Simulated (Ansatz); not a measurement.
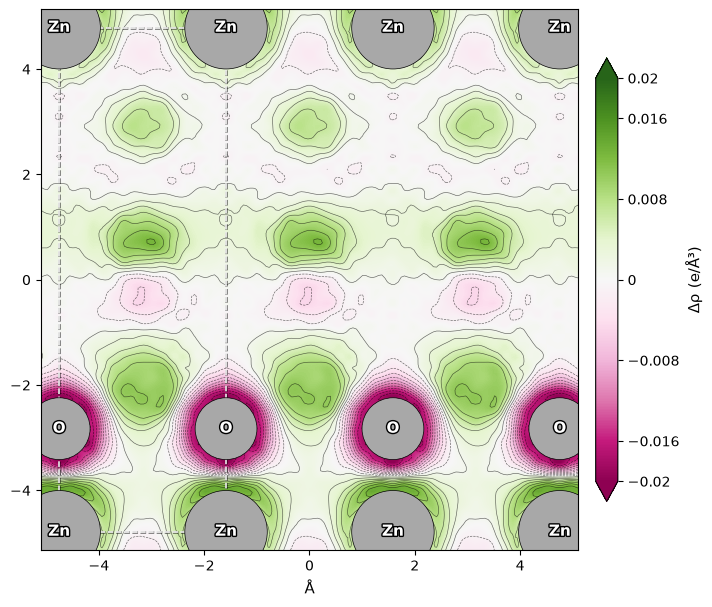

Zn2O. Difference of the valence pseudo-densities of two functionals at the same geometry, on the (010) plane of the calculation cell: one of PBE and r2SCAN less the other.

Space group P3m1; a generated structure, not necessarily the stable one.

Both computed with Ansatz (plane waves, PAW), on the same k-point mesh. Grey discs cover the atomic cores.

### Which was subtracted from which, and what does the map show?

It is PBE less r2SCAN. Against r2SCAN, PBE gives more density around Zn (+0.010 e/Å³ on average at 1.0 Å from the nucleus), less density around O (−0.014 e/Å³ on average at 0.7 Å from the nucleus) and a change of +0.005 e/Å³ at the midpoint of Zn–O.
